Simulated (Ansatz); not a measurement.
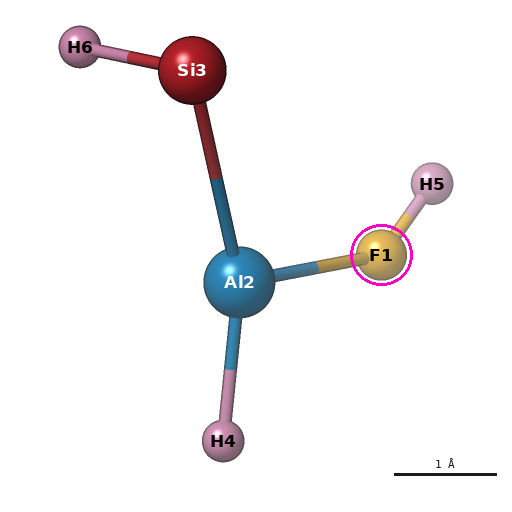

Orthographic view. Depth is shown by fading: the farther an atom, the more it takes the colour of the background. State: charge +1, singlet. Computed geometry: PBE-D4/def2-SVP optimisation. No frequency run is at hand to confirm it as a minimum.

**Which atoms are bonded to the circled atom?**

The circled atom is F1; it is bonded to Al2, H5.

**Which atom is nearest the viewer?**

Si3, 1.7 Å in front of the mean position.

**Of F1 and Al2, which is nearer the viewer?**

Al2; the bond to F1 points away from the viewer, so it looks shorter than its 2.03 Å.

**What is the shortest path along bonds from the circled atom to H6?**

F1–Al2–Si3–H6, 3 bonds; through space the two are 4.02 Å apart.
